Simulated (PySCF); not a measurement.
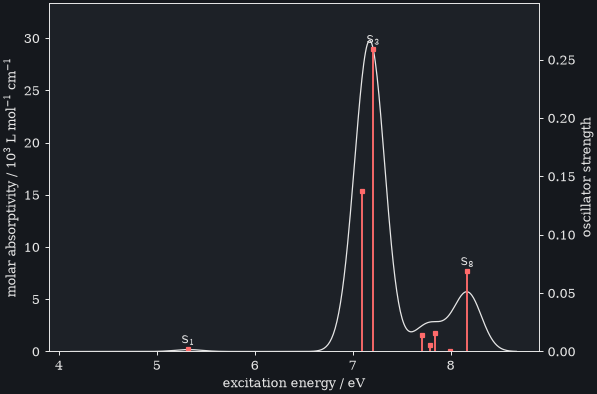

Vertical TDDFT excitations, CAM-B3LYP/def2-SVPD in PySCF 2.14.0, at a GFN2-xTB geometry (no frequency check), gas phase. The lowest 8 singlet states are shown; each is broadened by a Gaussian of 1/e half-width 0.20 eV. Sticks give oscillator strengths (right axis).

Which molecule gives this spectrum?
A. C₆H₁₀ (3,3-dimethyl-1-butyne), SMILES C#CC(C)(C)C
B. C₆H₉N, SMILES [H]/N=C/[C@@H]1CC12CC2
C. C₇H₁₀O, SMILES OC[C@@]12C=CC[C@@H]1C2
D. C₄H₆O, SMILES C=C=COC

B. Its lowest singlet lies at 5.32 eV (f = 0.002) and the brightest of those computed is S3 at 7.21 eV (172 nm), f = 0.259, mixed, the largest part being HOMO−1 → LUMO (39 %).

Known limits of this run: the tight-binding geometry is rougher than a DFT one and adds to the error; one conformer of a flexible molecule; core orbitals are frozen in the response.
